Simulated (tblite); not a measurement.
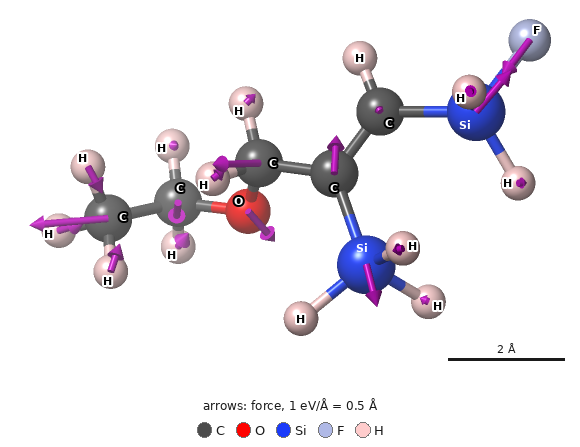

Starting geometry of C₅H₁₃FOSi₂ with the computed forces as purple arrows. A ball-and-stick model, seen at a tilt.

These are results of GFN2-xTB geometry optimisation, gas phase (tblite 0.8.0), not measurements. 

Question: What follows when this structure is relaxed?

Answer: It isn't relaxed: the largest force vector, on a C atom, is 2.76 eV/Å. The final displacements have little in common with the starting forces (cosine between the two patterns 0.08). The energy falls by 68.2 kJ/mol in 146 geometry steps. An H atom moves most after the best rigid fit: 1.35 Å. Largest moves by element: H 1.35 Å, F 1.16 Å, Si 0.57 Å, C 0.48 Å, O 0.24 Å. Near-neighbour distances that change, for instance: O–Si 3.368 → 2.612 Å, Si–Si 3.267 → 3.646 Å, F–Si 1.698 → 1.618 Å, C–H 1.140 → 1.086 Å. Bond angles that change, for instance: C–C–Si 123.7° → 109.5°, O–C–C 114.4° → 105.6°, Si–C–C 119.8° → 128.6°. Groups turn about C–C by about 40°, C–Si by about 35°, C–Si by about 25°. Cost: 1.5 s on 1 thread of Arm Neoverse V1 (shared host).
